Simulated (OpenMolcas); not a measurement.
# Run report: SiH₂F, energy and gradient calculation (part 4 of 4)

The same run, continued: SiH₂F, multiplicity 2; B3LYP/6-31G*, UKS (OpenMolcas 26.06). The geometry comes from this level: GFN2-xTB.

Geometry of the input (Å):
```
F  1.2056  0.6475  -0.4255
Si -0.1221  -0.2649  -0.2469
H  -1.2199  0.6785  -0.2616
H  0.1365  -1.0611  0.9340
```

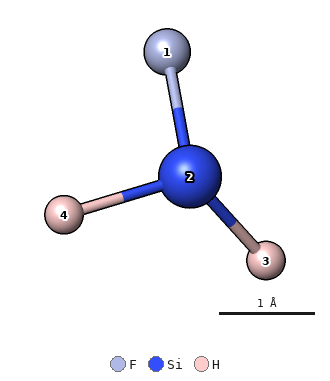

Figure 1. The structure (ball-and-stick view, seen at a tilt; atoms are numbered from 1 in the order of the input).

What the program printed, continued
```
 Basis Label        Type   Center Phase
   1   F1           x         1     1
   2   F1           y         1     1
   3   F1           z         1     1
   4   SI2          x         2     1
   5   SI2          y         2     1
   6   SI2          z         2     1
   7   H3           x         3     1
   8   H3           y         3     1
   9   H3           z         3     1
  10   H4           x         4     1
  11   H4           y         4     1
  12   H4           z         4     1

                     No automatic utilization of translational and rotational invariance of the energy is employed.

 DFT contribution computed for a moving grid.

 Conventional ERI gradients!

 **************************************************
 *              Molecular gradients               *
 **************************************************

  Irreducible representation: a
 ------------------------------------------------------------------------------------------
                              X                       Y                       Z
 ------------------------------------------------------------------------------------------
  F1               -1.92888292502680E-03    4.01463850028705E-04    2.77247360580568E-03
  SI2              -2.00509981203147E-02   -2.01531281093814E-03    1.98289700165020E-02
  H3                1.71159291839631E-02   -7.05135709418148E-03   -5.89793744428380E-03
  H4                4.86395186134381E-03    8.66520605511667E-03   -1.67035061780210E-02
 ------------------------------------------------------------------------------------------

--- Stop Module: alaska /rc=_RC_ALL_IS_WELL_ ---
--- Module alaska spent 1 second ---

.##################.
.# Happy landing! #.
.##################.

    Timing: Wall=9.91 User=8.02 System=1.03
```

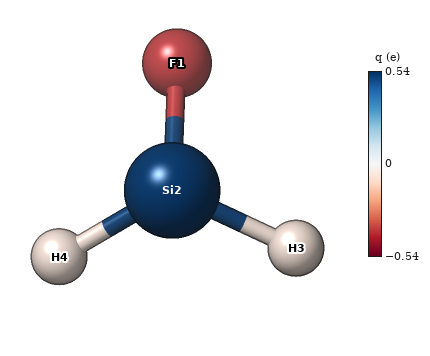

Figure 2. Mulliken charges, as the colour of each atom (ball-and-stick view, seen at a tilt; atoms are numbered from 1 in the order of the input). By element: F −0.39, Si +0.51 and H −0.06 e.

Summary

```json
{"quantity": "outcome", "value": "converged"}
{"quantity": "total energy", "value": "−390.521875 hartree"}
{"quantity": "basis functions", "value": "38"}
{"quantity": "largest force", "value": "1.454 eV/Å"}
{"quantity": "⟨S²⟩", "value": "0.751"}
{"quantity": "dipole moment", "value": "1.53 debye"}
{"quantity": "wall time", "value": "10 s"}
{"quantity": "peak memory", "value": "0.37 GiB"}
```
